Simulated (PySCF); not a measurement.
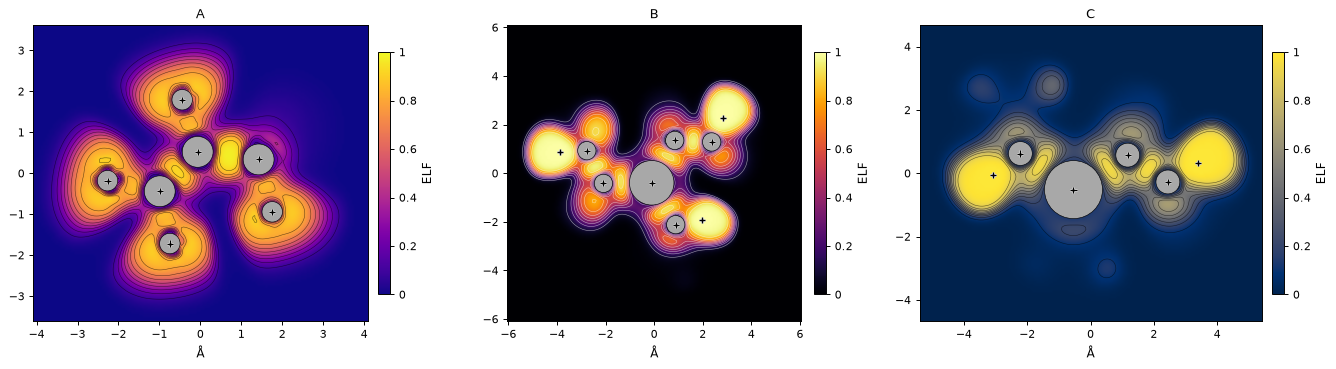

The electron localisation function of 3 systems, each on a plane through atoms (crosses mark nuclei in the plane; grey discs cover the cores).

Method: DFT single point, gas phase, functional wB97X in PySCF.

System 1: C$_{6}$H$_{15}$Ga (triethylgallium), the plane of atoms C2, Ga3 and C4. Geometry: PBE0-D3(BJ)/ma-def2-SVP.

```yaml
atoms:
  - { symbol: C, position_ang: [-1.1770, 2.6000, 0.4515] }
  - { symbol: C, position_ang: [-0.9301, 1.6818, -0.7475] }
  - { symbol: Ga, position_ang: [0.1492, 0.0754, -0.2947] }
  - { symbol: C, position_ang: [-0.6119, -1.7548, -0.4012] }
  - { symbol: C, position_ang: [-2.0927, -1.8438, -0.7543] }
  - { symbol: C, position_ang: [2.0196, 0.3134, 0.3297] }
  - { symbol: C, position_ang: [2.8464, -0.9640, 0.4418] }
  - { symbol: H, position_ang: [-1.7448, 3.5047, 0.1739] }
  - { symbol: H, position_ang: [-0.2342, 2.9437, 0.9081] }
  - { symbol: H, position_ang: [-1.7538, 2.0988, 1.2466] }
  - { symbol: H, position_ang: [-1.8874, 1.3749, -1.2004] }
  - { symbol: H, position_ang: [-0.3821, 2.2366, -1.5303] }
  - { symbol: H, position_ang: [-0.0013, -2.3153, -1.1338] }
  - { symbol: H, position_ang: [-0.4058, -2.2524, 0.5642] }
  - { symbol: H, position_ang: [-2.4547, -2.8853, -0.7998] }
  - { symbol: H, position_ang: [-2.7228, -1.3179, -0.0185] }
  - { symbol: H, position_ang: [-2.3083, -1.3871, -1.7339] }
  - { symbol: H, position_ang: [1.9581, 0.8194, 1.3121] }
  - { symbol: H, position_ang: [2.5137, 1.0491, -0.3300] }
  - { symbol: H, position_ang: [2.3748, -1.6998, 1.1133] }
  - { symbol: H, position_ang: [3.8619, -0.7784, 0.8317] }
  - { symbol: H, position_ang: [2.9658, -1.4621, -0.5343] }
```

System 2: C$_{3}$F$_{6}$ (hexafluoropropylene), the plane of atoms C2, C4 and C6. Geometry: PBE0-D3(BJ)/def2-SVP.

```xyz
9

F     0.1664    2.3820   -0.9713
C    -0.3219    1.2514   -0.5506
F    -1.6185    1.2095   -0.6358
C     0.4504    0.2640   -0.0899
F     1.7677    0.4277   -0.0502
C    -0.0058   -1.0642    0.4356
F     0.2880   -1.1847    1.7303
F    -1.3154   -1.2231    0.2880
F     0.6153   -2.0519   -0.2055
```

System 3: C$_{6}$H$_{15}$FGa (SMILES C[CH2][Ga-]([F])([CH2]C)[CH2]C) (charge −1), the plane of atoms C4, Ga3 and C6. Geometry: PBE0-D3(BJ)/ma-def2-SVP.

```xyz
23

C    -1.0683    2.3441    0.5929
C    -0.5308    1.8909   -0.7620
Ga    0.3517    0.0642   -0.7099
C    -0.9386   -1.3853   -0.1117
C    -2.2611   -1.3833   -0.8724
C     2.1121    0.0377    0.2977
C     2.8247   -1.3110    0.2593
H    -1.5479    3.3442    0.5805
H    -0.2678    2.3885    1.3533
H    -1.8228    1.6377    0.9834
H    -1.3507    1.8606   -1.5036
H     0.1966    2.6283   -1.1499
H    -0.4357   -2.3631   -0.2324
H    -1.1239   -1.2769    0.9752
H    -2.9641   -2.1840   -0.5632
H    -2.7967   -0.4252   -0.7477
H    -2.0918   -1.5025   -1.9563
H     1.9320    0.3427    1.3473
H     2.7628    0.8215   -0.1343
H     2.2069   -2.1056    0.7138
H     3.7999   -1.3234    0.7879
H     3.0149   -1.6253   -0.7810
F     0.7883   -0.3656   -2.4840
```

Which map belongs to which system?

Panel A is system 2, C$_{3}$F$_{6}$: the plane holds F and C. C–F (1.30 Å): the ELF peaks at about 0.85 between the atoms; a polar covalent bond. Panel B is system 1, C$_{6}$H$_{15}$Ga: the plane holds C, Ga and H. C–C (1.53 Å): the ELF peaks at about 0.95 between the atoms; a covalent bond. Panel C is system 3, C$_{6}$H$_{15}$FGa: the plane holds Ga, C and H. C–C (1.53 Å): the ELF peaks at about 0.95 between the atoms (a covalent bond).
